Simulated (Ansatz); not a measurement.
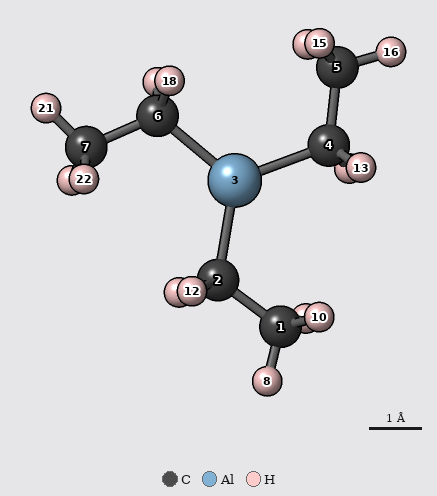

The structure as given in the input (ball-and-stick view, seen on its broad side; atoms are numbered from 1 in the order of the input). Sticks mark near contacts. Bond lengths as drawn: Al–C 1.97 Å, C–C 1.53 Å and C–H 1.09 to 1.10 Å.

Molecular dynamics, with input and output: C6H15Al (part 1 of 4)

C6H15Al, SMILES C[CH2][Al]([CH2]C)[CH2]C, computed with RKS revPBE-d4/6-31G* (Ansatz 0.2.0).

The geometry comes from this level: PBE0-D4/def2-TZVP. Figures and captions count atoms from 1; the log counts them from 0 in places.

**Input**
```yaml
crystal:
  periodic: [false, false, false]
  atoms:
    - {symbol: C, position_ang: [1.054540, -2.214220, -1.697824]}
    - {symbol: C, position_ang: [1.404020, -0.868545, -1.063675]}
    - {symbol: Al, position_ang: [-0.005535, -0.000585, 0.000143]}
    - {symbol: C, position_ang: [-1.767923, -0.856503, 0.182689]}
    - {symbol: C, position_ang: [-2.807800, -0.114636, 1.021416]}
    - {symbol: C, position_ang: [0.347213, 1.724011, 0.879610]}
    - {symbol: C, position_ang: [1.740072, 2.321965, 0.685246]}
    - {symbol: H, position_ang: [1.884366, -2.633107, -2.276165]}
    - {symbol: H, position_ang: [0.782123, -2.957720, -0.943284]}
    - {symbol: H, position_ang: [0.200329, -2.131751, -2.375957]}
    - {symbol: H, position_ang: [2.291315, -0.971431, -0.423301]}
    - {symbol: H, position_ang: [1.721111, -0.156756, -1.839099]}
    - {symbol: H, position_ang: [-2.157541, -1.036987, -0.829190]}
    - {symbol: H, position_ang: [-1.607768, -1.866386, 0.586162]}
    - {symbol: H, position_ang: [-3.021481, 0.877960, 0.614563]}
    - {symbol: H, position_ang: [-3.760813, -0.650584, 1.077533]}
    - {symbol: H, position_ang: [-2.464327, 0.037504, 2.048681]}
    - {symbol: H, position_ang: [-0.419730, 2.434603, 0.540308]}
    - {symbol: H, position_ang: [0.135222, 1.600982, 1.951215]}
    - {symbol: H, position_ang: [2.521936, 1.654418, 1.058747]}
    - {symbol: H, position_ang: [1.861175, 3.279286, 1.202489]}
    - {symbol: H, position_ang: [1.960193, 2.498282, -0.371608]}
basis:
  gaussian: {orbitals: "6-31G*"}
hamiltonian: {xc: {name: revPBE}, dispersion: d4}
md: {timestep: 1 fs, n_steps: 30, ensemble: nvt_langevin, temperature: 1500, initial_velocities: maxwell_boltzmann, friction: 0.01, seed: 365}
```

Launch command:
```bash
ansatz run in.yaml --threads 2 --pin off --events-out ev --progress --plain --max-ram 22528MiB --backend cpu
```

**Log**
```
Functional definition: revPBE
  name "revPBE"
  cite "Zhang & Yang, Phys. Rev. Lett. 80, 890 (1998) doi:10.1103/PhysRevLett.80.890"
  cite "Perdew, Burke & Ernzerhof, Phys. Rev. Lett. 77, 3865 (1996) doi:10.1103/PhysRevLett.77.3865"
  parameter kappa = 1.245
  parameter beta = 0.06672455060314922
  exchange = pbe_x(kappa = kappa, mu = beta*pi^2/3)
  correlation = pbe_c(beta = beta)
1874 factors; their error is unknown
mean field evaluation 1: about -13037.3744 eV, gradient 9.6e1 eV
mean field evaluation 2: about -13010.0223 eV, gradient 1.3e2 eV
mean field evaluation 4: about -13060.0533 eV, gradient 1.5e0 eV
mean field evaluation 8: about -13060.0624 eV, gradient 2.8e-2 eV
mean field evaluation 16: about -13059.9431 eV, gradient 3.5e-4 eV
mean field -13059.94307364 eV, -479.9440556089 hartree, gradient 2.5e-5 eV, S^2 0.000000; 0 other end points of the search recorded, 0 dependent functions left out
the calculation of the forces begins
reference -13059.94312050 eV, -479.9440573310 hartree; 32, 32 occupied and 107, 107 virtual orbitals, 1874 factors
md step     0: t =     0.00 fs  T =  1431.8 K  F+E_penalty+E_count = -13061.28331006 eV  E_kin = 4.071690 eV  (27 SCF iters)
these checks for a lower state are left out or cut short: starts, cluster_reference, orbital_swaps, neighbouring_geometries, increment
1874 factors; their error is unknown
mean field -13059.54676939 eV, -479.9294916963 hartree, gradient 2.0e-5 eV, S^2 0.000000; 0 other end points of the search recorded, 0 dependent functions left out
the calculation of the forces begins
reference -13059.54681643 eV, -479.9294934250 hartree; 32, 32 occupied and 107, 107 virtual orbitals, 1874 factors
md step     1: t =     1.00 fs  T =  1301.1 K  F+E_penalty+E_count = -13060.89044903 eV  E_kin = 3.699929 eV  (28 SCF iters, 5 dispersion substeps)
[... from here on the SCF iterations and repeated set-up lines of each step are left out, up to the last step ...]
md step     2: t =     2.00 fs  T =  1060.8 K  F+E_penalty+E_count = -13060.16401923 eV  E_kin = 3.016495 eV  (29 SCF iters, 5 dispersion substeps)
md step     3: t =     3.00 fs  T =   890.4 K  F+E_penalty+E_count = -13059.71215087 eV  E_kin = 2.532120 eV  (29 SCF iters, 5 dispersion substeps)
md step     4: t =     4.00 fs  T =   802.9 K  F+E_penalty+E_count = -13059.48949996 eV  E_kin = 2.283317 eV  (29 SCF iters, 5 dispersion substeps)
md step     5: t =     5.00 fs  T =   751.8 K  F+E_penalty+E_count = -13059.29512410 eV  E_kin = 2.137812 eV  (29 SCF iters, 5 dispersion substeps)
md step     6: t =     6.00 fs  T =   722.0 K  F+E_penalty+E_count = -13059.13558827 eV  E_kin = 2.053289 eV  (28 SCF iters, 5 dispersion substeps)
md step     7: t =     7.00 fs  T =   719.5 K  F+E_penalty+E_count = -13058.96121459 eV  E_kin = 2.046102 eV  (29 SCF iters, 5 dispersion substeps)
md step     8: t =     8.00 fs  T =   670.1 K  F+E_penalty+E_count = -13058.76237967 eV  E_kin = 1.905556 eV  (28 SCF iters, 5 dispersion substeps)
md step     9: t =     9.00 fs  T =   710.0 K  F+E_penalty+E_count = -13058.84019414 eV  E_kin = 2.019015 eV  (29 SCF iters, 5 dispersion substeps)
md step    10: t =    10.00 fs  T =   875.7 K  F+E_penalty+E_count = -13059.39834710 eV  E_kin = 2.490209 eV  (29 SCF iters, 5 dispersion substeps)
md step    11: t =    11.00 fs  T =  1057.3 K  F+E_penalty+E_count = -13060.00897214 eV  E_kin = 3.006691 eV  (29 SCF iters, 5 dispersion substeps)
md step    12: t =    12.00 fs  T =  1071.6 K  F+E_penalty+E_count = -13060.08257353 eV  E_kin = 3.047231 eV  (29 SCF iters, 5 dispersion substeps)
md step    13: t =    13.00 fs  T =   966.0 K  F+E_penalty+E_count = -13059.67162819 eV  E_kin = 2.746992 eV  (30 SCF iters, 5 dispersion substeps)
md step    14: t =    14.00 fs  T =   901.4 K  F+E_penalty+E_count = -13059.30485850 eV  E_kin = 2.563318 eV  (30 SCF iters, 5 dispersion substeps)
md step    15: t =    15.00 fs  T =   900.1 K  F+E_penalty+E_count = -13059.16132414 eV  E_kin = 2.559537 eV  (30 SCF iters, 5 dispersion substeps)
md step    16: t =    16.00 fs  T =   891.4 K  F+E_penalty+E_count = -13059.16108588 eV  E_kin = 2.534831 eV  (29 SCF iters, 5 dispersion substeps)
md step    17: t =    17.00 fs  T =   857.1 K  F+E_penalty+E_count = -13059.18537121 eV  E_kin = 2.437430 eV  (30 SCF iters, 5 dispersion substeps)
md step    18: t =    18.00 fs  T =   845.1 K  F+E_penalty+E_count = -13059.10959405 eV  E_kin = 2.403097 eV  (50 SCF iters, 5 dispersion substeps)
md step    19: t =    19.00 fs  T =   790.2 K  F+E_penalty+E_count = -13058.95884398 eV  E_kin = 2.247001 eV  (29 SCF iters, 5 dispersion substeps)
md step    20: t =    20.00 fs  T =   792.2 K  F+E_penalty+E_count = -13058.90579293 eV  E_kin = 2.252707 eV  (28 SCF iters, 5 dispersion substeps)
md step    21: t =    21.00 fs  T =   931.0 K  F+E_penalty+E_count = -13059.15628325 eV  E_kin = 2.647435 eV  (30 SCF iters, 5 dispersion substeps)
md step    22: t =    22.00 fs  T =  1061.9 K  F+E_penalty+E_count = -13059.55257061 eV  E_kin = 3.019824 eV  (29 SCF iters, 5 dispersion substeps)
md step    23: t =    23.00 fs  T =  1141.8 K  F+E_penalty+E_count = -13059.65800650 eV  E_kin = 3.246966 eV  (29 SCF iters, 5 dispersion substeps)
md step    24: t =    24.00 fs  T =  1032.6 K  F+E_penalty+E_count = -13059.36693121 eV  E_kin = 2.936318 eV  (29 SCF iters, 5 dispersion substeps)
md step    25: t =    25.00 fs  T =   970.3 K  F+E_penalty+E_count = -13059.09209895 eV  E_kin = 2.759132 eV  (29 SCF iters, 5 dispersion substeps)
md step    26: t =    26.00 fs  T =   942.1 K  F+E_penalty+E_count = -13059.12057365 eV  E_kin = 2.679105 eV  (29 SCF iters, 5 dispersion substeps)
md step    27: t =    27.00 fs  T =  1067.7 K  F+E_penalty+E_count = -13059.26136467 eV  E_kin = 3.036209 eV  (29 SCF iters, 5 dispersion substeps)
md step    28: t =    28.00 fs  T =  1097.6 K  F+E_penalty+E_count = -13059.23184032 eV  E_kin = 3.121206 eV  (29 SCF iters, 5 dispersion substeps)
md step    29: t =    29.00 fs  T =  1017.7 K  F+E_penalty+E_count = -13058.99399888 eV  E_kin = 2.894025 eV  (30 SCF iters, 5 dispersion substeps)
these checks for a lower state are left out or cut short: starts, cluster_reference, orbital_swaps, neighbouring_geometries, increment
1874 factors; their error is unknown
mean field evaluation 256: about -13057.3449 eV, gradient 1.3e-5 eV
mean field -13057.34489634 eV, -479.8485743543 hartree, gradient 1.3e-5 eV, S^2 0.000000; 0 other end points of the search recorded, 0 dependent functions left out
the calculation of the forces begins
reference -13057.34494503 eV, -479.8485761435 hartree; 32, 32 occupied and 107, 107 virtual orbitals, 1874 factors
1874 factors; their error is unknown
mean field -13057.34489634 eV, -479.8485743543 hartree, gradient 1.1e-5 eV, S^2 0.000000; 1 other end points of the search recorded, 0 dependent functions left out
the calculation of the forces begins
reference -13057.34494503 eV, -479.8485761435 hartree; 32, 32 occupied and 107, 107 virtual orbitals, 1874 factors
md step    30: t =    30.00 fs  T =   978.9 K  F+E_penalty+E_count = -13058.70118036 eV  E_kin = 2.783701 eV  (51 SCF iters, 5 dispersion substeps)
```

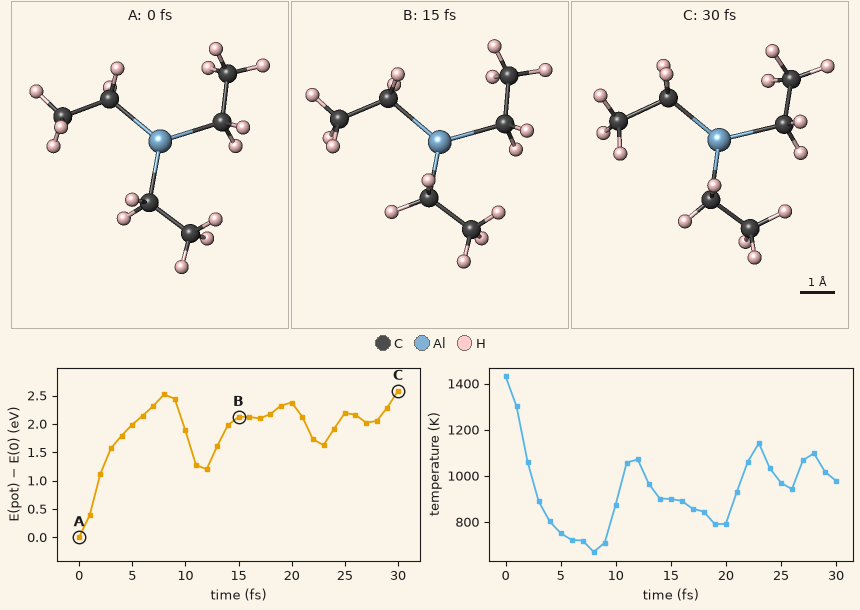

Frames of the molecular dynamics (ball-and-stick, seen at a tilt) above the curves, on which the letters mark them. The trajectory kept here has 31 frames over 30 fs. The temperature starts at 1432 K, ranges from 670 to 1432 K and averages 957 K over the second half. The potential energy ends 2.582 eV above its first value. After an unweighted best fit of the last frame on the first, the root-mean-square displacement is 0.56 Å, and H22 has moved furthest (0.99 Å).

```
Total energy: -13058.70122905 eV, -479.8984186620 hartree
Atom 0 at     1.111637    -2.122006    -1.380967 Å, force    -1.624939    -3.267270     1.703880 eV/Å
Atom 1 at     1.468052    -0.704049    -1.155517 Å, force    -4.744737     1.783646    -0.832856 eV/Å
Atom 2 at     0.069700     0.083294     0.116574 Å, force     0.552737     0.183392    -1.343180 eV/Å
Atom 3 at    -1.704132    -0.763762    -0.177661 Å, force    -0.015516    -0.315412     2.443767 eV/Å
Atom 4 at    -2.782445    -0.206601     0.837010 Å, force     0.615656     3.481435    -2.583772 eV/Å
Atom 5 at     0.419953     1.906710     0.732254 Å, force     0.163339     3.468841     0.846736 eV/Å
Atom 6 at     1.986180     2.266803     0.990159 Å, force    -0.158589    -0.189111    -3.830483 eV/Å
Atom 7 at     1.611861    -2.587367    -2.237593 Å, force     0.559394    -0.306767    -0.067509 eV/Å
Atom 8 at     1.393247    -2.750716    -0.331984 Å, force    -0.688961     1.084397    -2.708055 eV/Å
Atom 9 at    -0.000584    -2.337547    -1.611022 Å, force     1.206371     0.343100     0.594711 eV/Å
Atom 10 at     2.466809    -0.721524    -1.092375 Å, force     4.391927     0.839841     0.711746 eV/Å
Atom 11 at     1.193586    -0.069215    -2.099383 Å, force     0.409766    -0.691121     0.977547 eV/Å
Atom 12 at    -2.054785    -0.646483    -1.174644 Å, force    -0.310752     0.194242    -1.473017 eV/Å
Atom 13 at    -1.568091    -1.850944    -0.022139 Å, force    -0.134779    -0.128026    -0.048880 eV/Å
Atom 14 at    -2.844836     0.995067     0.501036 Å, force     0.097321    -2.425153     1.062737 eV/Å
Atom 15 at    -3.843449    -0.515589     0.529856 Å, force     1.097921    -0.297107     1.506367 eV/Å
Atom 16 at    -2.292240    -0.155517     1.853439 Å, force    -1.552261    -0.539886    -0.327991 eV/Å
Atom 17 at     0.079440     2.806029    -0.006102 Å, force     0.607932    -2.267108     0.316371 eV/Å
Atom 18 at    -0.123420     2.462486     1.573369 Å, force     0.233773    -1.350973    -0.034979 eV/Å
Atom 19 at     2.491231     1.938435     1.924700 Å, force    -0.510588     0.444280    -0.180137 eV/Å
Atom 20 at     1.952859     3.369053     0.706020 Å, force     0.965284    -0.785948     1.216215 eV/Å
Atom 21 at     2.621013     1.804772     0.058690 Å, force    -1.160299     0.740707     2.050782 eV/Å
Dipole moment:    -0.020906     0.035153     0.081556 e Å
```

**Trajectory as extended XYZ (Å, eV, eV/Å), 31 frames, from step=0 to step=30**
```
22
Properties=species:S:1:pos:R:3:forces:R:3 step=0 time_fs=0.0 energy=-13061.28331 temperature=1431.8
C     1.0545   -2.2142   -1.6978   -0.0207  -0.0222  -0.0053
C     1.4040   -0.8685   -1.0637   -0.0604   0.0811   0.0702
Al   -0.0055   -0.0006    0.0001    0.0014   0.0012   0.0002
C    -1.7679   -0.8565    0.1827    0.1164   0.0205  -0.0328
C    -2.8078   -0.1146    1.0214   -0.0072   0.0255   0.0172
C     0.3472    1.7240    0.8796   -0.0575  -0.1009  -0.0360
C     1.7401    2.3220    0.6852    0.0281  -0.0038  -0.0137
H     1.8844   -2.6331   -2.2762    0.3072  -0.1695  -0.2223
H     0.7821   -2.9577   -0.9433   -0.0933  -0.2653   0.2666
H     0.2003   -2.1318   -2.3760   -0.2995   0.0288  -0.2434
H     2.2913   -0.9714   -0.4233    0.3144  -0.0396   0.2060
H     1.7211   -0.1568   -1.8391    0.1221   0.2325  -0.2687
H    -2.1575   -1.0370   -0.8292   -0.1457  -0.0718  -0.3390
H    -1.6078   -1.8664    0.5862    0.0379  -0.3493   0.1341
H    -3.0215    0.8780    0.6146   -0.0792   0.3487  -0.1446
H    -3.7608   -0.6506    1.0775   -0.3653  -0.1930   0.0289
H    -2.4643    0.0375    2.0487    0.1183   0.0510   0.3642
H    -0.4197    2.4346    0.5403   -0.2570   0.2541  -0.1032
H     0.1352    1.6010    1.9512   -0.0715  -0.0237   0.3673
H     2.5219    1.6544    1.0587    0.2765  -0.2327   0.1346
H     1.8612    3.2793    1.2025    0.0578   0.3620   0.1909
H     1.9602    2.4983   -0.3716    0.0772   0.0663  -0.3713
22
Properties=species:S:1:pos:R:3:forces:R:3 step=1 time_fs=1.0 energy=-13060.89045 temperature=1301.1
C     1.0444   -2.2132   -1.6827    1.0666   1.2044  -1.9758
C     1.4016   -0.8646   -1.0543    0.2673  -0.2441   0.8506
Al   -0.0048   -0.0003    0.0008   -0.0407  -0.1394  -0.0581
C    -1.7622   -0.8543    0.1606   -0.5255  -0.7699   0.1212
C    -2.8098   -0.1163    1.0207    0.3682  -1.2985   0.7785
C     0.3547    1.7163    0.8659   -0.3194   1.0307  -1.2501
C     1.7461    2.3324    0.6956    0.6548  -2.3499   0.7618
H     1.8822   -2.6542   -2.2758   -0.1701   0.2250   0.0113
H     0.8005   -2.9366   -0.9890   -0.7404  -1.8932   2.0857
H     0.1783   -2.1326   -2.3602   -0.0263   0.1058  -0.0952
H     2.3108   -0.8901   -0.3854   -0.3473  -0.2678  -0.4312
H     1.6732   -0.1716   -1.8361    0.3594   0.6929  -0.7184
H    -2.1615   -1.0572   -0.8634    0.0452   0.1048   0.1585
H    -1.6896   -1.8853    0.6089    0.3025   0.3502  -0.3212
H    -3.0547    0.8395    0.6421   -0.1692   1.7024  -0.6223
H    -3.7810   -0.6693    1.0105    0.3513   0.0534   0.5529
H    -2.3771    0.0307    2.0569   -0.7849  -0.2132  -0.5882
H    -0.4167    2.4656    0.5442    0.1292  -0.2624  -0.1018
H     0.1504    1.6388    1.9012   -0.3948  -0.3069   1.8584
H     2.5169    1.5857    1.1136   -0.6020   1.0755  -0.3700
H     1.8676    3.2877    1.1581    0.1603   1.0338   0.7734
H     1.9802    2.4523   -0.3355    0.4160   0.1662  -1.4200
22
Properties=species:S:1:pos:R:3:forces:R:3 step=2 time_fs=2.0 energy=-13060.16402 temperature=1060.8
C     1.0358   -2.2114   -1.6699    1.7378   1.8980  -3.0110
C     1.4011   -0.8587   -1.0449    0.5990  -0.2538   1.1514
Al   -0.0046   -0.0010    0.0016   -0.0400  -0.2527  -0.1063
C    -1.7548   -0.8530    0.1390   -1.2314  -1.4250   0.3413
C    -2.8102   -0.1189    1.0208    0.5646  -2.1859   0.9594
C     0.3630    1.7086    0.8511   -0.5853   1.9488  -1.7607
C     1.7508    2.3421    0.7063    1.0451  -3.5290   0.9745
H     1.8739   -2.6747   -2.2779   -0.4688   0.5361   0.1608
H     0.8112   -2.9354   -1.0107   -1.0653  -2.8325   3.1081
H     0.1564   -2.1328   -2.3382    0.1300   0.1716  -0.0321
H     2.3298   -0.8146   -0.3555   -0.8443  -0.5127  -0.9521
H     1.6278   -0.1741   -1.8440    0.4420   0.7919  -0.7709
H    -2.1627   -1.0822   -0.8939    0.1968   0.2759   0.5457
H    -1.7658   -1.8961    0.6331    0.6574   0.8779  -0.7407
H    -3.0901    0.8157    0.6651   -0.2039   2.5391  -0.8420
H    -3.8033   -0.6865    0.9465    1.0377   0.2755   1.0304
H    -2.2962    0.0194    2.0593   -1.5471  -0.3598  -1.1662
H    -0.4100    2.4948    0.5534    0.3637  -0.6681  -0.1966
H     0.1597    1.6768    1.8697   -0.5843  -0.4870   2.7107
H     2.5033    1.5280    1.1656   -0.9504   1.9650  -0.6947
H     1.8786    3.3107    1.1290    0.1578   1.0687   0.9265
H     2.0051    2.4108   -0.3186    0.5889   0.1580  -1.6355
22
Properties=species:S:1:pos:R:3:forces:R:3 step=3 time_fs=3.0 energy=-13059.71215 temperature=890.4
C     1.0296   -2.2086   -1.6598    1.7497   1.1473  -2.4326
C     1.4016   -0.8507   -1.0347    0.7320  -0.0914   0.9358
Al   -0.0042   -0.0017    0.0020   -0.0599  -0.3470  -0.1340
C    -1.7482   -0.8533    0.1184   -1.8417  -1.7743   0.6485
C    -2.8099   -0.1232    1.0225    0.4506  -2.0162   0.4909
C     0.3726    1.7023    0.8352   -1.0167   2.6498  -1.0869
C     1.7558    2.3491    0.7190    1.4273  -3.5890   0.3770
H     1.8607   -2.6872   -2.2828   -0.5836   0.7210   0.2530
H     0.8147   -2.9603   -1.0008   -0.8540  -2.1291   2.5398
H     0.1399   -2.1305   -2.3184    0.1984   0.2042   0.0336
H     2.3393   -0.7438   -0.3429   -1.0073  -0.7519  -1.1861
H     1.5860   -0.1675   -1.8558    0.4232   0.6587  -0.5677
H    -2.1647   -1.1070   -0.9133    0.2758   0.4015   0.6965
H    -1.8366   -1.8943    0.6555    1.0470   1.1157  -1.0544
H    -3.1314    0.8133    0.6829    0.0131   2.3207  -0.6543
H    -3.8187   -0.7035    0.8932    1.4923   0.4074   1.4076
H    -2.2325    0.0019    2.0524   -2.0578  -0.3964  -1.3650
H    -0.4024    2.5165    0.5638    0.4887  -0.9459  -0.3274
H     0.1630    1.7070    1.8627   -0.5387  -0.6005   2.3697
H     2.4733    1.4903    1.2094   -0.8688   2.4142  -0.8064
H     1.8970    3.3466    1.1085    0.0408   0.4652   0.7575
H     2.0381    2.3727   -0.3210    0.4898   0.1359  -0.8951
22
Properties=species:S:1:pos:R:3:forces:R:3 step=4 time_fs=4.0 energy=-13059.48950 temperature=802.9
C     1.0246   -2.2045   -1.6513    1.4767  -0.5177  -1.0049
C     1.4018   -0.8423   -1.0241    0.7321   0.1709   0.4068
Al   -0.0027   -0.0024    0.0016   -0.1460  -0.4040  -0.1070
C    -1.7436   -0.8555    0.0991   -2.2576  -1.8045   0.9302
C    -2.8089   -0.1279    1.0236    0.0562  -0.9250  -0.3189
C     0.3827    1.6995    0.8195   -1.4672   3.1105   0.1425
C     1.7641    2.3526    0.7320    1.7006  -3.2430  -0.5566
H     1.8472   -2.6898   -2.2899   -0.6328   0.8021   0.3634
H     0.8102   -3.0073   -0.9657   -0.3659  -0.3873   1.0291
H     0.1296   -2.1273   -2.3042    0.1969   0.2170   0.1162
H     2.3421   -0.6805   -0.3465   -0.9614  -0.9492  -1.2239
H     1.5431   -0.1510   -1.8670    0.3645   0.3646  -0.2103
H    -2.1694   -1.1279   -0.9240    0.3070   0.4730   0.6761
H    -1.8935   -1.8814    0.6707    1.3689   1.1012  -1.2315
H    -3.1792    0.8317    0.6965    0.5400   1.2705  -0.2215
H    -3.8223   -0.7102    0.8536    1.6418   0.3698   1.6600
H    -2.1905   -0.0187    2.0356   -2.3211  -0.3628  -1.2915
H    -0.3934    2.5272    0.5662    0.5215  -1.0684  -0.4269
H     0.1630    1.7280    1.8727   -0.3676  -0.6948   1.3608
H     2.4320    1.4705    1.2421   -0.5474   2.5704  -0.7626
H     1.9183    3.3836    1.0906   -0.0970  -0.2822   0.5399
H     2.0750    2.3350   -0.3338    0.2581   0.1888   0.1305
```
